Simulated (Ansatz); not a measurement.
# Iridium, hcp under PBEsol: structure, energy and stiffness, part 2 of 2

The plan for iridium in the hcp structure: relax it, solve it on a dense k-mesh, then scale the cell to 7 volumes from 88 to 112 % of the relaxed one and try a fit of the equation of state. Spin polarisation is left out. The k-meshes are 13×13×7 for the relaxation; 22×22×12 for the dense run; 15×15×8 for the volumes.

Ansatz 0.2.0; DFT, PBEsol, plane waves (420 eV) with PAW, scalar-relativistic.

### 4 Volume × 0.88

This is Ir in the hcp structure; at room conditions it is fcc.

The input, input.yaml:

```yaml
crystal:
  lattice:
    - [2.6057097263, 0.0, 0.0]
    - [-1.3028548632, 2.2566108179, 0.0]
    - [0.0, 0.0, 4.2289255538]
  atoms:
    - { symbol: Ir, position: [0.3333333333, 0.6666666667, 0.25] }
    - { symbol: Ir, position: [0.6666666667, 0.3333333333, 0.75] }
hamiltonian:
  xc: pbesol
  pseudopotentials:
    kind: paw
    azcp:
      Ir: "pseudopotentials/Ir.paw.azcp"
basis:
  ecutwfc: 420
  fft_grid_basis: typed
kpoints:
  mp_grid: { grid: [15, 15, 8], shift: [0, 0, 0] }
magnetization:
  spin_polarized: false
scf:
  occupations: { method: fermi_dirac, width: 0.1 }
  lower_state_search: "off"
output:
  stress: true
```

What it wrote, cut to the lines that bear on the results:

```text
Warning: <dir> the record states the generating functional pbe (its physics header spells it `PBE`), which answers neither for hamiltonian.xc's functional nor for the pbesol family's — results may be inconsistent (PPs are generated against a specific XC)
Warning: RAYON_NUM_THREADS=2 ignored (pool sized by the plan → 2); use --threads N
[...]
Pseudopotentials: kind: paw
Pseudopotential: Ir, paw, valence charge 17, recommended cutoff 420 eV (normal), <dir>
Functional definition: PBEsol
[...]
Crystal: 2 atoms, lattice volume = 24.866 Å³
Basis set: ecut = 420 eV, 513 PW (Γ)
Bands: 21, of which v1, the nominal top of the filled ones, is band 17 counted from 1 (16 counted from 0)
Symmetry: 24 space group operations
Space group: P63/mmc (ITA 194), of the structure as read, at distance tolerance 2.9e-5 Å
k-points: 135 of 1800
[...]
SCF iter   1: F=—  HF=-23597.335833 eV  |F-HF|=—  |Δ(HF+E_count)|=         —  Δρ=1.17e-2  dr2=1.31e-2  ethr=1.77e-3  ⟨swp⟩=5.0  Hψ=11776  notcnv=0
[...]
SCF iter   6: F=-23597.333899 eV  HF=-23597.333899 eV  |F-HF|=2.18e-11  |Δ(HF+E_count)|=   1.13e-9  Δρ=8.79e-7  dr2=7.67e-11  ethr=1.67e-11  ⟨swp⟩=1.6  Hψ=9120  notcnv=0
[...]
SCF converged after 6 iterations
Free energy (F): -23597.333899 eV
[...]
E sigma→0 (E₀):  -23597.303819 eV
Entropy (-TS):   -0.060161 eV (-30.081 meV/atom)
Fermi energy:    30.269294 eV
[...]
--- Stress (GPa, compression-positive) ---
       66.429840       0.000000       0.000000
        0.000000      66.429840       0.000000
        0.000000       0.000000      67.403938
  P = ⅓ Tr σ = 66.7545 GPa (667.545 kbar)
```

Wall time 1.9 s (2 threads of Arm Neoverse V1, shared host); peak memory 0.32 GiB.

### 5 Volume × 0.92

input.yaml, as its differences from that of step 4:

```diff
@@ -2,5 +2,5 @@
   lattice:
-    - [2.6057097263, 0.0, 0.0]
-    - [-1.3028548632, 2.2566108179, 0.0]
-    - [0.0, 0.0, 4.2289255538]
+    - [2.6446066508, 0.0, 0.0]
+    - [-1.3223033254, 2.2902965426, 0.0]
+    - [0.0, 0.0, 4.2920531526]
   atoms:
```

What it wrote, cut to the lines that bear on the results:

```text
Warning: <dir> the record states the generating functional pbe (its physics header spells it `PBE`), which answers neither for hamiltonian.xc's functional nor for the pbesol family's — results may be inconsistent (PPs are generated against a specific XC)
Warning: RAYON_NUM_THREADS=2 ignored (pool sized by the plan → 2); use --threads N
[...]
[... 3 set-up lines as earlier in the session ...]
[...]
Crystal: 2 atoms, lattice volume = 25.997 Å³
Basis set: ecut = 420 eV, 537 PW (Γ)
Bands: 21, of which v1, the nominal top of the filled ones, is band 17 counted from 1 (16 counted from 0)
[... 2 set-up lines as earlier in the session ...]
k-points: 135 of 1800
[...]
SCF iter   1: F=—  HF=-23597.703880 eV  |F-HF|=—  |Δ(HF+E_count)|=         —  Δρ=1.11e-2  dr2=1.35e-2  ethr=1.77e-3  ⟨swp⟩=4.9  Hψ=11535  notcnv=0
[...]
SCF iter   6: F=-23597.702801 eV  HF=-23597.702801 eV  |F-HF|=5.09e-11  |Δ(HF+E_count)|=   1.20e-9  Δρ=8.81e-7  dr2=8.96e-11  ethr=1.91e-11  ⟨swp⟩=1.5  Hψ=9280  notcnv=0
[...]
SCF converged after 6 iterations
Free energy (F): -23597.702801 eV
[...]
E sigma→0 (E₀):  -23597.670442 eV
Entropy (-TS):   -0.064717 eV (-32.358 meV/atom)
Fermi energy:    28.661825 eV
[...]
--- Stress (GPa, compression-positive) ---
       38.801320      -0.000000       0.000000
       -0.000000      38.801320       0.000000
        0.000000       0.000000      39.202652
  P = ⅓ Tr σ = 38.9351 GPa (389.351 kbar)
```

It took 1.9 s on 2 threads of Arm Neoverse V1, shared host; peak memory 0.32 GiB.

### 6 Volume × 0.96

input.yaml, as its differences from that of step 5:

```diff
@@ -2,5 +2,5 @@
   lattice:
-    - [2.6446066508, 0.0, 0.0]
-    - [-1.3223033254, 2.2902965426, 0.0]
-    - [0.0, 0.0, 4.2920531526]
+    - [2.6823918508, 0.0, 0.0]
+    - [-1.3411959254, 2.3230194857, 0.0]
+    - [0.0, 0.0, 4.3533764827]
   atoms:
```

What it wrote, cut to the lines that bear on the results:

```text
Warning: <dir> the record states the generating functional pbe (its physics header spells it `PBE`), which answers neither for hamiltonian.xc's functional nor for the pbesol family's — results may be inconsistent (PPs are generated against a specific XC)
Warning: RAYON_NUM_THREADS=2 ignored (pool sized by the plan → 2); use --threads N
[...]
[... 3 set-up lines as earlier in the session ...]
[...]
Crystal: 2 atoms, lattice volume = 27.127 Å³
Basis set: ecut = 420 eV, 549 PW (Γ)
Bands: 21, of which v1, the nominal top of the filled ones, is band 17 counted from 1 (16 counted from 0)
[... 2 set-up lines as earlier in the session ...]
k-points: 135 of 1800
[...]
SCF iter   1: F=—  HF=-23597.897933 eV  |F-HF|=—  |Δ(HF+E_count)|=         —  Δρ=1.07e-2  dr2=1.46e-2  ethr=1.77e-3  ⟨swp⟩=4.8  Hψ=11191  notcnv=0
[...]
SCF iter   6: F=-23597.897182 eV  HF=-23597.897182 eV  |F-HF|=8.00e-11  |Δ(HF+E_count)|=  5.17e-10  Δρ=1.07e-6  dr2=1.38e-10  ethr=1.20e-11  ⟨swp⟩=1.6  Hψ=8963  notcnv=0
[...]
SCF converged after 6 iterations
Free energy (F): -23597.897182 eV
[...]
E sigma→0 (E₀):  -23597.862392 eV
Entropy (-TS):   -0.069578 eV (-34.789 meV/atom)
Fermi energy:    27.184631 eV
[...]
--- Stress (GPa, compression-positive) ---
       17.055299      -0.000000      -0.000000
       -0.000000      17.055299      -0.000000
       -0.000000      -0.000000      17.021630
  P = ⅓ Tr σ = 17.0441 GPa (170.441 kbar)
```

It took 1.8 s on 2 threads of Arm Neoverse V1, shared host; peak memory 0.33 GiB.

### 7 Volume × 1.0

input.yaml, as its differences from that of step 6:

```diff
@@ -2,5 +2,5 @@
   lattice:
-    - [2.6823918508, 0.0, 0.0]
-    - [-1.3411959254, 2.3230194857, 0.0]
-    - [0.0, 0.0, 4.3533764827]
+    - [2.7191415113, 0.0, 0.0]
+    - [-1.3595707557, 2.3548456253, 0.0]
+    - [0.0, 0.0, 4.4130191885]
   atoms:
```

What it wrote, cut to the lines that bear on the results:

```text
Warning: <dir> the record states the generating functional pbe (its physics header spells it `PBE`), which answers neither for hamiltonian.xc's functional nor for the pbesol family's — results may be inconsistent (PPs are generated against a specific XC)
Warning: RAYON_NUM_THREADS=2 ignored (pool sized by the plan → 2); use --threads N
[...]
[... 3 set-up lines as earlier in the session ...]
[...]
Crystal: 2 atoms, lattice volume = 28.257 Å³
Basis set: ecut = 420 eV, 549 PW (Γ)
Bands: 21, of which v1, the nominal top of the filled ones, is band 17 counted from 1 (16 counted from 0)
[... 2 set-up lines as earlier in the session ...]
k-points: 135 of 1800
[...]
SCF iter   1: F=—  HF=-23597.955225 eV  |F-HF|=—  |Δ(HF+E_count)|=         —  Δρ=1.06e-2  dr2=1.61e-2  ethr=1.77e-3  ⟨swp⟩=4.6  Hψ=10955  notcnv=0
[...]
SCF iter   6: F=-23597.954263 eV  HF=-23597.954263 eV  |F-HF|=3.27e-11  |Δ(HF+E_count)|=  1.31e-10  Δρ=7.77e-7  dr2=7.39e-11  ethr=7.17e-12  ⟨swp⟩=1.8  Hψ=8733  notcnv=0
[...]
SCF converged after 6 iterations
Free energy (F): -23597.954263 eV
[...]
E sigma→0 (E₀):  -23597.916903 eV
Entropy (-TS):   -0.074719 eV (-37.359 meV/atom)
Fermi energy:    25.823134 eV
[...]
--- Stress (GPa, compression-positive) ---
       -0.048734       0.000000       0.000000
        0.000000      -0.048734      -0.000000
        0.000000      -0.000000      -0.409414
  P = ⅓ Tr σ = -0.1690 GPa (-1.690 kbar)
```

It took 1.9 s on 2 threads of Arm Neoverse V1, shared host; peak memory 0.33 GiB.

### 8 Volume × 1.04

input.yaml, as its differences from that of step 7:

```diff
@@ -2,5 +2,5 @@
   lattice:
-    - [2.7191415113, 0.0, 0.0]
-    - [-1.3595707557, 2.3548456253, 0.0]
-    - [0.0, 0.0, 4.4130191885]
+    - [2.7549237925, 0.0, 0.0]
+    - [-1.3774618963, 2.3858339898, 0.0]
+    - [0.0, 0.0, 4.47109189]
   atoms:
```

What it wrote, cut to the lines that bear on the results:

```text
Warning: <dir> the record states the generating functional pbe (its physics header spells it `PBE`), which answers neither for hamiltonian.xc's functional nor for the pbesol family's — results may be inconsistent (PPs are generated against a specific XC)
Warning: RAYON_NUM_THREADS=2 ignored (pool sized by the plan → 2); use --threads N
[...]
[... 3 set-up lines as earlier in the session ...]
[...]
Crystal: 2 atoms, lattice volume = 29.388 Å³
Basis set: ecut = 420 eV, 573 PW (Γ)
Bands: 21, of which v1, the nominal top of the filled ones, is band 17 counted from 1 (16 counted from 0)
[... 1 set-up line as earlier in the session ...]
Space group: P63/mmc (ITA 194), of the structure as read, at distance tolerance 3.1e-5 Å
k-points: 135 of 1800
[...]
SCF iter   1: F=—  HF=-23597.904915 eV  |F-HF|=—  |Δ(HF+E_count)|=         —  Δρ=1.05e-2  dr2=1.79e-2  ethr=1.77e-3  ⟨swp⟩=4.5  Hψ=10797  notcnv=0
[...]
SCF iter   6: F=-23597.903509 eV  HF=-23597.903509 eV  |F-HF|=4.37e-11  |Δ(HF+E_count)|=  3.53e-10  Δρ=8.12e-7  dr2=8.32e-11  ethr=1.06e-11  ⟨swp⟩=1.8  Hψ=9052  notcnv=0
[...]
SCF converged after 6 iterations
Free energy (F): -23597.903509 eV
[...]
E sigma→0 (E₀):  -23597.863476 eV
Entropy (-TS):   -0.080066 eV (-40.033 meV/atom)
Fermi energy:    24.564746 eV
[...]
--- Stress (GPa, compression-positive) ---
      -13.470190       0.000000      -0.000000
        0.000000     -13.470190      -0.000000
       -0.000000      -0.000000     -14.072050
  P = ⅓ Tr σ = -13.6708 GPa (-136.708 kbar)
```

Run time: 1.9 s. Hardware: 2 threads of Arm Neoverse V1, shared host; peak memory 0.33 GiB.

### 9 Volume × 1.08

input.yaml, as its differences from that of step 8:

```diff
@@ -2,5 +2,5 @@
   lattice:
-    - [2.7549237925, 0.0, 0.0]
-    - [-1.3774618963, 2.3858339898, 0.0]
-    - [0.0, 0.0, 4.47109189]
+    - [2.789799948, 0.0, 0.0]
+    - [-1.394899974, 2.4160376264, 0.0]
+    - [0.0, 0.0, 4.5276939987]
   atoms:
@@ -26 +26,5 @@
   stress: true
+  write_density: true
+  write_potential: true
+  elf: true
+  volumetric_format: npy
```

What it wrote, cut to the lines that bear on the results:

```text
Warning: <dir> the record states the generating functional pbe (its physics header spells it `PBE`), which answers neither for hamiltonian.xc's functional nor for the pbesol family's — results may be inconsistent (PPs are generated against a specific XC)
Warning: RAYON_NUM_THREADS=2 ignored (pool sized by the plan → 2); use --threads N
[...]
[... 3 set-up lines as earlier in the session ...]
[...]
Crystal: 2 atoms, lattice volume = 30.518 Å³
Basis set: ecut = 420 eV, 603 PW (Γ)
Bands: 21, of which v1, the nominal top of the filled ones, is band 17 counted from 1 (16 counted from 0)
[... 2 set-up lines as earlier in the session ...]
k-points: 135 of 1800
[...]
SCF iter   1: F=—  HF=-23597.770346 eV  |F-HF|=—  |Δ(HF+E_count)|=         —  Δρ=1.04e-2  dr2=1.98e-2  ethr=1.77e-3  ⟨swp⟩=4.4  Hψ=10727  notcnv=0
[...]
SCF iter   6: F=-23597.768329 eV  HF=-23597.768329 eV  |F-HF|=1.03e-9  |Δ(HF+E_count)|=   1.95e-8  Δρ=3.36e-6  dr2=2.90e-9  ethr=2.69e-10  ⟨swp⟩=5.3  Hψ=15834  notcnv=0
[...]
SCF converged after 6 iterations
Free energy (F): -23597.768329 eV
[...]
E sigma→0 (E₀):  -23597.725559 eV
Entropy (-TS):   -0.085539 eV (-42.770 meV/atom)
Fermi energy:    23.398356 eV
[...]
--- Stress (GPa, compression-positive) ---
      -23.957122       0.000000       0.000000
        0.000000     -23.957122       0.000000
        0.000000       0.000000     -24.738640
  P = ⅓ Tr σ = -24.2176 GPa (-242.176 kbar)
--- Band table (eV; the first three rows and the last of 135) ---
  k-point 0: bands = ["-69.3728", "-69.3256", "-26.5079", "-25.9749", "-25.9749", "-25.8959", "-25.8855", "-25.8855", "12.8960", "15.9390", "19.8565", "19.9611", "19.9611", "20.5442", "20.5442", "21.2746", "21.2746", "22.7102", "23.6500", "23.6500", "29.7624"]
[...]
```

Wall time 2.9 s (2 threads of Arm Neoverse V1, shared host); peak memory 0.34 GiB.

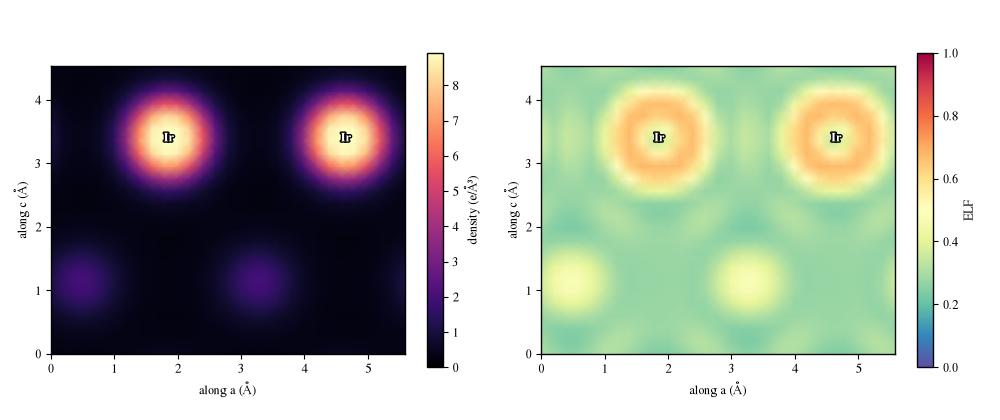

Density (left) and ELF (right) in a lattice plane of the grid's cell (edges 2.79 and 4.53 Å, at 0.333 of the third edge), which holds Ir. Only atoms in the plane are labelled. Both are smooth fields of the valence electrons: close to the nuclei they are not physical.

### 10 Volume × 1.12

input.yaml, as its differences from that of step 9:

```diff
@@ -2,5 +2,5 @@
   lattice:
-    - [2.789799948, 0.0, 0.0]
-    - [-1.394899974, 2.4160376264, 0.0]
-    - [0.0, 0.0, 4.5276939987]
+    - [2.8238252519, 0.0, 0.0]
+    - [-1.411912626, 2.445504404, 0.0]
+    - [0.0, 0.0, 4.5829152215]
   atoms:
@@ -26,5 +26 @@
   stress: true
-  write_density: true
-  write_potential: true
-  elf: true
-  volumetric_format: npy
```

What it wrote, cut to the lines that bear on the results:

```text
Warning: <dir> the record states the generating functional pbe (its physics header spells it `PBE`), which answers neither for hamiltonian.xc's functional nor for the pbesol family's — results may be inconsistent (PPs are generated against a specific XC)
Warning: RAYON_NUM_THREADS=2 ignored (pool sized by the plan → 2); use --threads N
[...]
[... 3 set-up lines as earlier in the session ...]
[...]
Crystal: 2 atoms, lattice volume = 31.648 Å³
Basis set: ecut = 420 eV, 615 PW (Γ)
Bands: 21, of which v1, the nominal top of the filled ones, is band 17 counted from 1 (16 counted from 0)
[... 1 set-up line as earlier in the session ...]
Space group: P63/mmc (ITA 194), of the structure as read, at distance tolerance 3.2e-5 Å
k-points: 135 of 1800
[...]
SCF iter   1: F=—  HF=-23597.570059 eV  |F-HF|=—  |Δ(HF+E_count)|=         —  Δρ=1.04e-2  dr2=2.15e-2  ethr=1.77e-3  ⟨swp⟩=4.4  Hψ=10641  notcnv=0
[...]
SCF iter   6: F=-23597.567362 eV  HF=-23597.567362 eV  |F-HF|=8.69e-10  |Δ(HF+E_count)|=   1.91e-8  Δρ=3.33e-6  dr2=2.89e-9  ethr=2.94e-10  ⟨swp⟩=3.9  Hψ=8558  notcnv=0
[...]
SCF converged after 6 iterations
Free energy (F): -23597.567362 eV
[...]
E sigma→0 (E₀):  -23597.521800 eV
Entropy (-TS):   -0.091124 eV (-45.562 meV/atom)
Fermi energy:    22.314207 eV
[...]
--- Stress (GPa, compression-positive) ---
      -32.099748      -0.000000       0.000000
        0.000000     -32.099748       0.000000
        0.000000       0.000000     -33.019784
  P = ⅓ Tr σ = -32.4064 GPa (-324.064 kbar)
```

It took 2 s on 2 threads of Arm Neoverse V1, shared host; peak memory 0.34 GiB.

### 11 The equation of state

All volumes keep the relaxed shape and fractional coordinates.

| V (Å³/atom) | E − E₀ (meV/atom) | P from the stress (GPa) | P from the fit (GPa) |
| --- | --- | --- | --- |
| 12.433 | 306.5 | 66.75 | 66.58 |
| 12.998 | 123.2 | 38.94 | 38.58 |
| 13.563 | 27.2 | 17.04 | 16.66 |
| 14.129 | 0.0 | -0.17 | -0.53 |
| 14.694 | 26.7 | -13.67 | -14.02 |
| 15.259 | 95.6 | -24.22 | -24.61 |
| 15.824 | 197.5 | -32.41 | -32.89 |

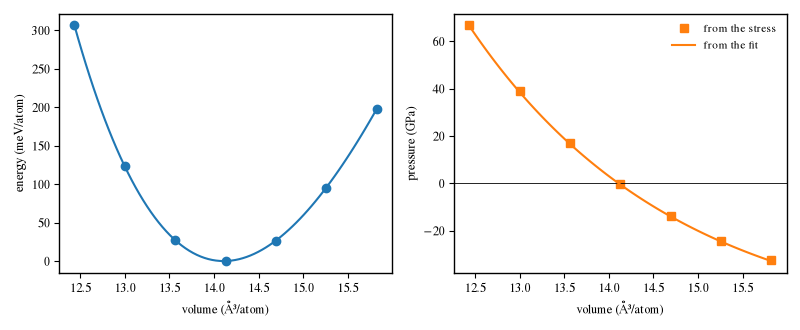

Energy and pressure against volume; the lines are the Birch-Murnaghan fit.

A third-order Birch-Murnaghan fit gives V₀ = 14.109 Å³/atom, B₀ = 383 GPa and B₀′ = 5.0; it misses no point by more than 0.09 meV/atom.

Fit and stress differ a little: one follows E(σ → 0), the other the smeared free energy.

### 12 What came out

The summary covers parts 1 to 2.

| quantity | value |
| --- | --- |
| space group (spins left aside) | P6_3/mmc (No. 194) |
| conventional cell | a = 2.719 Å, c = 4.413 Å (c/a = 1.623) |
| volume | 14.129 Å³/atom |
| shortest distance | 2.708 Å |
| gap on the mesh | none (levels filled in part) |
| relative to fcc | +83 meV/atom |
| V₀, B₀, B₀′ | 14.109 Å³/atom, 383 GPa, 5.0 |

From the guessed start the volume shrank by 0.1 % in 5 steps. Against the reference form of iridium (fcc, computed apart with the same settings) it stands 83 meV/atom higher. Levels at the Fermi energy are filled in part, as in a metal. The fitted modulus is 383 GPa, among the stiffest elements; letting shape and positions relax at each volume could only lower it. The symmetry was held, so the structure may be unstable against distortions that break it.
